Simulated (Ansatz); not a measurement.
The relaxed structure here is a generated cell of MoS2: the first start was made by placing the elements on the sites of a structure type, and the end was not matched to a known phase here, so it may be hypothetical. Known forms of MoS2 include space group No. 160, 194.

A relaxed structure of MoS2. Calculation: PBE (plane waves to 420 eV, PAW, scalar-relativistic; Ansatz, a first-principles code).

```cif
data_Mo4S8
_chemical_formula_sum 'S8 Mo4'
_space_group_name_H-M_alt 'P1'
_space_group_IT_number 1
_space_group_name_Hall 'P 1'
_cell_length_a 5.79702
_cell_length_b 6.74101
_cell_length_c 7.31825
_cell_angle_alpha 101.895
_cell_angle_beta 110.488
_cell_angle_gamma 100.667
loop_
_atom_site_label
_atom_site_type_symbol
_atom_site_symmetry_multiplicity
_atom_site_Wyckoff_symbol
_atom_site_fract_x
_atom_site_fract_y
_atom_site_fract_z
_atom_site_occupancy
S1 S 1 a 0.21640 0.50008 0.91049 1
S2 S 1 a 0.42008 0.07443 0.09196 1
S3 S 1 a 0.60486 0.59173 0.60468 1
S4 S 1 a 0.67614 0.09725 0.54255 1
S5 S 1 a 0.14530 0.81988 0.56801 1
S6 S 1 a 0.84061 0.70544 0.10427 1
S7 S 1 a 0.77534 0.09013 0.85467 1
S8 S 1 a 0.10267 0.26717 0.38354 1
Mo1 Mo 1 a 0.46203 0.77585 0.85027 1
Mo2 Mo 1 a 0.22342 0.98413 0.31681 1
Mo3 Mo 1 a 0.01635 0.82660 0.88893 1
Mo4 Mo 1 a 0.95174 0.47950 0.58817 1
```

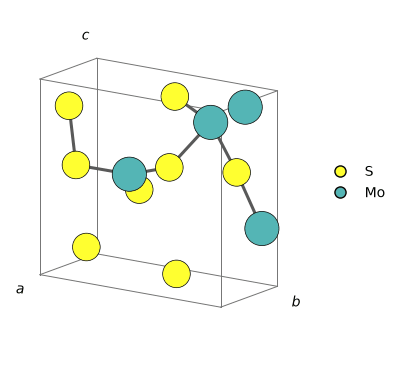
Fig. 1. The conventional cell of the relaxed structure

- Volume per atom = 20.97 Å³
- Density = 4.23 g/cm³
- Band gap = no gap (metallic)
- Shortest distances = S–S 2.16 Å; Mo–S 2.17 Å; Mo–Mo 2.73 Å
- k-mesh = 9×8×7

Band energies at high-symmetry points (eV from the Fermi level; labels of this space group; no spin-orbit coupling), from −5 eV up to 2.5 eV:

```json
[
 {"point": "Γ", "energies": "-5.00 -4.89 -4.74 -4.60 -4.35 -4.15 -4.00 -3.80 -3.66 -3.34 -2.99 -2.98 -2.76 -2.70 -2.49 -2.07 -1.78 -1.61 -1.58 -1.28 -0.65 -0.47 -0.22 0.23 0.48 0.77 0.94 1.22 1.50 1.78 1.95 2.21"},
 {"point": "X", "energies": "-4.99 -4.96 -4.72 -4.55 -4.33 -4.28 -4.12 -3.82 -3.51 -3.48 -3.22 -3.08 -2.89 -2.62 -2.52 -2.41 -2.17 -1.96 -1.65 -1.17 -0.67 -0.53 0.14 0.28 0.52 0.78 0.94 1.35 1.72 1.94 2.05 2.07 2.16 2.46"},
 {"point": "Y", "energies": "-4.89 -4.76 -4.64 -4.42 -4.22 -4.08 -4.00 -3.61 -3.44 -3.32 -3.07 -2.95 -2.65 -2.47 -2.21 -1.83 -1.47 -1.43 -1.01 -0.67 -0.63 -0.20 -0.11 0.53 0.77 1.09 1.31 1.51 1.65 2.03 2.22"},
 {"point": "Z", "energies": "-5.00 -4.97 -4.60 -4.44 -4.43 -4.24 -3.97 -3.70 -3.68 -3.44 -3.40 -3.18 -2.67 -2.56 -2.42 -2.29 -2.02 -1.59 -1.42 -1.09 -0.86 -0.56 -0.01 0.29 0.39 0.58 0.80 1.31 1.69 1.80 1.88 2.10 2.45"},
 {"point": "R", "energies": "-4.78 -4.77 -4.59 -4.36 -4.07 -3.99 -3.78 -3.65 -3.36 -3.30 -3.16 -3.00 -2.66 -2.48 -2.05 -1.95 -1.64 -1.36 -1.01 -0.75 -0.44 -0.19 0.28 0.61 0.68 0.97 1.14 1.33 1.62 2.01 2.15 2.38"},
 {"point": "T", "energies": "-4.90 -4.74 -4.69 -4.40 -4.28 -4.11 -4.01 -3.69 -3.57 -3.28 -2.99 -2.76 -2.42 -2.22 -2.04 -1.98 -1.88 -1.47 -1.09 -1.02 -0.42 -0.11 0.14 0.41 0.63 0.97 1.08 1.41 1.79 1.99 2.39"},
 {"point": "U", "energies": "-4.97 -4.91 -4.64 -4.58 -4.50 -4.37 -4.10 -3.78 -3.71 -3.52 -3.45 -2.96 -2.90 -2.82 -2.57 -2.23 -1.97 -1.87 -1.39 -1.35 -0.61 -0.54 -0.19 0.27 0.33 0.87 0.99 1.40 1.60 1.78 2.05 2.28"},
 {"point": "V", "energies": "-4.92 -4.86 -4.70 -4.65 -4.47 -4.20 -4.07 -3.88 -3.79 -3.48 -3.26 -3.15 -2.92 -2.68 -2.45 -2.01 -1.77 -1.46 -1.29 -0.94 -0.80 -0.43 -0.25 0.13 0.45 0.72 0.96 1.33 1.53 1.73 1.73 2.18 2.33"}
]
```

The relaxed cell holds bonded S–S pairs (2.16 Å). No spin polarisation in the result.

It was reached from a disturbed copy of a Fd-3m (No. 227) cell (cubic Laves (MgCu2 type)), against which it lies -1.76 eV/atom.
